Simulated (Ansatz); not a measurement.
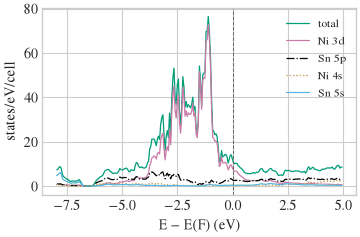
Total and projected density of states of Ni3Sn2 in space group Pnma (No. 62; Ni on 4c, Ni on 8d, Sn on 4c, Sn on 4c), the program Ansatz at the PBEsol level (PAW)

### Question
Which orbitals carry the states next to the Fermi level?

### Answer
Within 0.5 eV of the Fermi level: Ni 3d 69 %, Sn 5p 22 %. Projections are on Löwdin-orthogonalised atomic valence shells; empty p or d shells of many metals are not among them.

### Question
Where is the tallest occupied peak in this window, and what makes it?

### Answer
Near -1.1 eV, about 76 states/eV per cell; the largest projected share is Ni 3d.

The workflow started from a Materials Project entry (that database holds measured and hypothetical structures alike); the Crystallography Open Database files this formula in space group No. 62, but the cells were not matched. Whether it is the stable phase at ambient conditions was not checked. The PBEsol relaxation kept the symmetry of its start; whether a distortion lowers the energy is not shown. The run is not spin-polarised. Scalar-relativistic: spin–orbit coupling is off unless named, which matters more the heavier the elements.

Potentials: the later of the program's two PAW sets.
